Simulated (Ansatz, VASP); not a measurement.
# Cross-check of GeMo between VASP and Ansatz

One calculation is typed for both programs; each brings its own data sets. How far apart do they land? The cell is generated by rule, not measured, and may not be a known phase. The cell is taken from a series of VASP runs on this material, whose earlier steps may have relaxed, scaled or displaced it; both programs get it as it stands. Valence electrons are named where the data sets of a main pair hold unlike numbers.

Calculated with Ansatz 0.2.0; plane waves, with VASP 6.6.1 beside it; band structure at PBE, spin-orbit coupling.

The structure was built from a prototype and need not be the compound's stable phase.

## (1) The structure

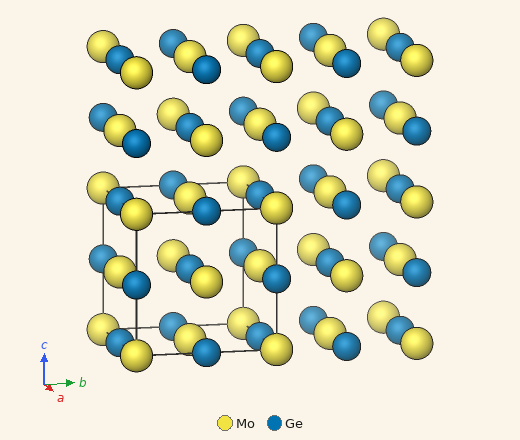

The starting structure, seen slightly off an axis (molybdenum yellow, germanium blue). 1×2×2 cells are drawn. This picture shows the conventional cell, with its axes. Some periodic images of atoms are drawn too.

Structure file:

```cif
data_structure
_symmetry_space_group_name_H-M 'Fm-3m'
_symmetry_Int_Tables_number 225
_cell_length_a 5.5000
_cell_length_b 5.5000
_cell_length_c 5.5000
_cell_angle_alpha 90.000
_cell_angle_beta 90.000
_cell_angle_gamma 90.000
_cell_volume 166.38
loop_
_atom_site_label
_atom_site_type_symbol
_atom_site_symmetry_multiplicity
_atom_site_Wyckoff_symbol
_atom_site_fract_x
_atom_site_fract_y
_atom_site_fract_z
_atom_site_occupancy
Mo1 Mo 4 a 0.00000 0.00000 0.00000 1
Ge1 Ge 4 b 0.50000 0.00000 0.00000 1
```

## (2) VASP: band structure, PBE, spin-orbit coupling

A single point gives forces, pressure and levels at one fixed geometry, so differences don't come from the geometry; what else differs is listed under the comparison.

Lines of VASP's logs that name or quote its potential files are left out, and so is its time.

INCAR

```
SYSTEM = GeMo
PREC = Accurate
ENCUT = 410
EDIFF = 1E-06
NELM = 100
ISMEAR = 0
SIGMA = 0.02
LREAL = .FALSE.
ALGO = Normal
GGA = PE
LNONCOLLINEAR = .TRUE.
MAGMOM = 0 0 0 0 0 0
NBANDS = 40
GGA_COMPAT = .FALSE.
LASPH = .TRUE.
LSORBIT = .TRUE.
LMAXMIX = 4
LORBIT = 11
LWAVE = .FALSE.
LCHARG = .FALSE.
KPAR = 4
ISIF = 2
```

POSCAR

```
GeMo
1.0
    0.0000000000      2.7500000000      2.7500000000
    2.7500000000      0.0000000000      2.7500000000
    2.7500000000      2.7500000000      0.0000000000
Mo Ge
1 1
Direct
    0.0000000000      0.0000000000      0.0000000000
    0.5000000000      0.5000000000      0.5000000000
```

KPOINTS

```
Automatic mesh
0
Gamma
8 8 8
0 0 0
```

KPOINTS_OPT

```
Line mode
16
Line-mode
Reciprocal
  0.00000000   0.00000000   0.00000000 GAMMA
  0.50000000   0.00000000   0.50000000 X

  0.50000000   0.00000000   0.50000000 X
  0.50000000   0.25000000   0.75000000 W

  0.50000000   0.25000000   0.75000000 W
  0.37500000   0.37500000   0.75000000 K

  0.37500000   0.37500000   0.75000000 K
  0.00000000   0.00000000   0.00000000 GAMMA

  0.00000000   0.00000000   0.00000000 GAMMA
  0.50000000   0.50000000   0.50000000 L

  0.50000000   0.50000000   0.50000000 L
  0.62500000   0.25000000   0.62500000 U

  0.62500000   0.25000000   0.62500000 U
  0.50000000   0.25000000   0.75000000 W

  0.50000000   0.25000000   0.75000000 W
  0.50000000   0.50000000   0.50000000 L

  0.50000000   0.50000000   0.50000000 L
  0.37500000   0.37500000   0.75000000 K

  0.62500000   0.25000000   0.62500000 U
  0.50000000   0.00000000   0.50000000 X
```

The projector-augmented-wave data sets are Mo_sv and Ge_d (PBE family, release 64).

Run with:

```sh
> mpirun -np 4 vasp_ncl
```

Numbers of over 12 decimals in the logs are rounded to 6 here.

The program printed:

```text
[banner, memory and clock lines left out]
running    4 mpi-ranks, on    1 nodes
 distrk:  each k-point on    1 cores,    4 groups
 distr:  one band on    1 cores,    1 groups

 POSCAR found type information on POSCAR MoGe
 POSCAR found :  2 types and       2 ions
 LDA part: xc-table for (Slater+PW92), standard interpolation
 POSCAR, INCAR and KPOINTS ok, starting setup
 FFT: planning ... GRIDC
 FFT: planning ... GRID_SOFT
 FFT: planning ... GRID
 WAVECAR not read
 entering main loop
       N       E                     dE             d eps       ncg     rms          rms(c)
DAV:   1     0.284540002313E+03    0.28454E+03   -0.12432E+04  3136   0.277E+03
DAV:   2     0.222564091086E+02   -0.26228E+03   -0.25140E+03  2416   0.759E+02
DAV:   3    -0.134798334742E+02   -0.35736E+02   -0.34678E+02  2688   0.162E+02
DAV:   4    -0.151579272366E+02   -0.16781E+01   -0.16720E+01  2664   0.395E+01
DAV:   5    -0.151920857932E+02   -0.34159E-01   -0.34133E-01  2696   0.636E+00    0.955E+00
DAV:   6    -0.142672727882E+02    0.92481E+00   -0.54289E+00  2616   0.156E+01    0.285E+00
DAV:   7    -0.140760407431E+02    0.19123E+00   -0.71060E-01  2768   0.790E+00    0.133E+00
DAV:   8    -0.140709323812E+02    0.51084E-02   -0.43647E-02  2936   0.203E+00    0.521E-01
DAV:   9    -0.140709686414E+02   -0.36260E-04   -0.18338E-03  2648   0.379E-01    0.195E-01
DAV:  10    -0.140708792025E+02    0.89439E-04   -0.25290E-04  3120   0.230E-01    0.890E-02
DAV:  11    -0.140708853115E+02   -0.61090E-05   -0.20194E-04  2944   0.217E-01    0.260E-02
DAV:  12    -0.140708866672E+02   -0.13556E-05   -0.10693E-05  2640   0.417E-02    0.567E-03
DAV:  13    -0.140708863359E+02    0.33130E-06   -0.78221E-07  1832   0.776E-03
   1 F= -.14070886E+02 E0= -.14069985E+02  d E =-.180234E-02  mag=    -0.0000     0.0000    -0.0000
 Start KPOINTS_OPT (optional k-point list driver)
k-point batch [1-29\160]
       N       E                     dE             ncg
DAV:   1    -0.357935389335E+04   -0.21826E+05     3232
DAV:   2    -0.109197276846E+05   -0.73404E+04     2504
DAV:   3    -0.118535202794E+05   -0.93379E+03     2688
DAV:   4    -0.118968147662E+05   -0.43294E+02     2512
DAV:   5    -0.118977080624E+05   -0.89330E+00     2712
DAV:   6    -0.118977316401E+05   -0.23578E-01     2568
DAV:   7    -0.118977325644E+05   -0.92429E-03     2880
DAV:   8    -0.118977326017E+05   -0.37324E-04     2376
DAV:   9    -0.118977326035E+05   -0.17772E-05     1872
DAV:  10    -0.118977326036E+05   -0.13737E-06     1328
[...]
k-point batch [146-160\160]
       N       E                     dE             ncg
DAV:   1     0.988876366373E+04   -0.15345E+05     1648
DAV:   2     0.610062934774E+04   -0.37881E+04     1328
DAV:   3     0.561620816329E+04   -0.48442E+03     1368
DAV:   4     0.559381642375E+04   -0.22392E+02     1304
DAV:   5     0.559334864899E+04   -0.46777E+00     1368
DAV:   6     0.559333632156E+04   -0.12327E-01     1352
DAV:   7     0.559333582234E+04   -0.49921E-03     1448
DAV:   8     0.559333580279E+04   -0.19551E-04     1272
DAV:   9     0.559333580184E+04   -0.94860E-06     1024
```

From OUTCAR (step 2):

```text
ion  position               nearest neighbor table
   1  0.000  0.000  0.000-   2 2.75   2 2.75   2 2.75   2 2.75   2 2.75   2 2.75
   2  0.500  0.500  0.500-   1 2.75   1 2.75   1 2.75   1 2.75   1 2.75   1 2.75

  LATTYP: Found a face centered cubic cell.
 ALAT       =     5.5000000000

 Subroutine GETGRP returns: Found 48 space group operations
 (whereof 48 operations were pure point group operations)

The static configuration has the point symmetry O_h .

 Found     29 irreducible k-points:

   k-points           NKPTS =     29   k-points in BZ     NKDIM =     29   number of bands    NBANDS=     40

   dimension x,y,z NGX =    28 NGY =   28 NGZ =   28
   dimension x,y,z NGXF=    56 NGYF=   56 NGZF=   56

   ENCUT  =  410.0 eV  30.13 Ry    5.49 a.u.   6.42  6.42  6.42*2*pi/ulx,y,z

   NELECT =      28.0000    total number of electrons

 k-points in reciprocal lattice and weights: Automatic mesh
   0.00000000  0.00000000  0.00000000       0.002
   0.12500000  0.00000000  0.00000000       0.016
   0.25000000  0.00000000  0.00000000       0.016
   0.37500000  0.00000000  0.00000000       0.016
   0.50000000  0.00000000  0.00000000       0.008
   0.12500000  0.12500000  0.00000000       0.012
   0.25000000  0.12500000  0.00000000       0.047
   0.37500000  0.12500000  0.00000000       0.047
   0.50000000  0.12500000  0.00000000       0.047
[...]
-0.37500000  0.50000000  0.12500000       0.023
  -0.25000000  0.50000000  0.25000000       0.012

 average (electrostatic) potential at core
       1 -74.9566       2 -71.9216

 E-fermi :   7.1029

 k-point     1 :       0.0000    0.0000    0.0000
  band No.  band energies     occupation
    ...
     26       6.0533      1.00000
     27       6.3601      1.00000
     28       6.3601      1.00000
     29       6.3601      1.00000
     30       6.3601      1.00000
     31       9.0730      0.00000
     32       9.0730      0.00000
     33       9.4313      0.00000
     34       9.4313      0.00000
     35       9.4313      0.00000
    ...

 k-point     2 :       0.1250    0.0000    0.0000
  band No.  band energies     occupation
    ...
     26       5.8117      1.00000
     27       6.1969      1.00000
     28       6.1969      1.00000
     29       6.2567      1.00000
     30       6.2567      1.00000
     31       8.5831      0.00000
     32       8.5831      0.00000
     33       9.9361      0.00000
     34       9.9361      0.00000
     35      10.1194      0.00000
    ...

 k-point     3 :       0.2500    0.0000    0.0000
  band No.  band energies     occupation
    ...
     26       5.0414      1.00000
     27       6.5682      1.00000
     28       6.5682      1.00000
     29       6.5984      1.00000
     30       6.5984      1.00000
     31       7.9872      0.00000
     32       7.9872      0.00000
     33      11.3406      0.00000
     34      11.3406      0.00000
     35      11.4877      0.00000
    ...

  Total       -5.3081846     -5.3081846     -5.3081846      0.0000000      0.0000000     -0.0000000
  in kB     -204.4694930   -204.4694930   -204.4694930      0.0000000      0.0000000     -0.0000000
  external PRESSURE =    -204.4694930 kB  Pullay stress =       0.0000000 kB

  energy-cutoff  :      410.00
  volume of cell :       41.59
      direct lattice vectors                 reciprocal lattice vectors
     0.000000000  2.750000000  2.750000000    -0.181818182  0.181818182  0.181818182
     2.750000000  0.000000000  2.750000000     0.181818182 -0.181818182  0.181818182
     2.750000000  2.750000000  0.000000000     0.181818182  0.181818182 -0.181818182

 POSITION                                       TOTAL-FORCE (eV/Angst)
 -----------------------------------------------------------------------------------
      0.00000      0.00000      0.00000         0.000000      0.000000      0.000000
      2.75000      2.75000      2.75000         0.000000     -0.000000     -0.000000
 -----------------------------------------------------------------------------------
    total drift:                                0.000000      0.000000      0.000000

  FREE ENERGIE OF THE ION-ELECTRON SYSTEM (eV)
  ---------------------------------------------------
  free  energy   TOTEN  =       -14.0708863359 eV

  energy  without entropy=      -14.0690839971  energy(sigma->0) =      -14.06998517

 Spin-Orbit-Coupling matrix elements
 Ion:    1  E_soc:     -0.2053339
 Ion:    2  E_soc:     -0.0207817

 total charge
# of ion       s       p       d       tot
------------------------------------------
    1        2.198   6.073   3.865  12.137
    2        1.131   1.164  10.025  12.321
--------------------------------------------------
tot          3.330   7.237  13.891  24.457

 magnetization (x)
# of ion       s       p       d       tot
------------------------------------------
    1        0.000   0.000   0.000   0.000
    2        0.000  -0.000   0.000  -0.000
--------------------------------------------------
tot          0.000  -0.000   0.000   0.000

 magnetization (y)
# of ion       s       p       d       tot
------------------------------------------
    1        0.000   0.000  -0.000  -0.000
    2       -0.000  -0.000  -0.000  -0.000
--------------------------------------------------
tot          0.000  -0.000  -0.000  -0.000

 magnetization (z)
# of ion       s       p       d       tot
------------------------------------------
    1        0.000   0.000  -0.000  -0.000
    2       -0.000   0.000   0.000   0.000
--------------------------------------------------
tot          0.000   0.000  -0.000   0.000

[... 3 further parts left out ...]
```

The run ends at a pressure of -20.45 GPa.

[end of part 1 of 2]

[Lines on the potential files, build, host, timing and source positions are cut from VASP's logs without a mark.]

[Logs are printed without paths, hosts, clocks, repeated set-up lines and the standing remarks that a program may print on its own settings, such as how far it seeks lower states.]

[Hosts, paths, dates, database ids (printed as entryN), source tags and the programs' standing remarks are cut or masked in the printed files.]
